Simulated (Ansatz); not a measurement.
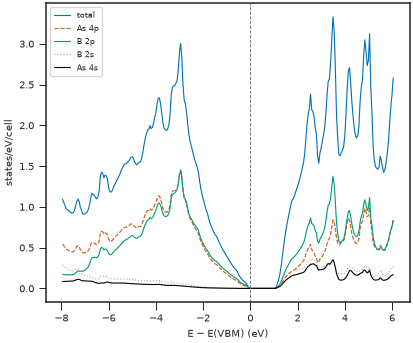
Figure: Total and projected density of states of BAs (wurtzite, P6_3mc), the program Ansatz at the LDA level (PAW)

Which orbitals carry the states next to the gap?

Top 1 eV of the valence band: B 2p 55 %, As 4p 44 %. Bottom 1 eV of the conduction band: B 2p 34 %, As 4p 20 %, B 2s 20 %, As 4s 14 %, outside the projected shells 12 %. Projections are on Löwdin-orthogonalised atomic valence shells; empty p or d shells of many metals are not among them.

Where is the tallest occupied peak in this window, and what makes it?

Near -2.9 eV, about 3.0 states/eV per cell; the largest projected share is B 2p.

The workflow started from a Materials Project entry (that database holds measured and hypothetical structures alike); the Crystallography Open Database copy checked does not list it. It is not the phase usual at ambient conditions (space group No. 216). The LDA relaxation kept the symmetry of its start; its stability against distortions is not shown here. Spin–orbit coupling is left out wherever it is not named.

Potentials: the earlier of the program's two PAW sets. The files were generated under PBE; for other functionals the program regenerates the frozen cores, and for LDA and PBEsol the local potential too.
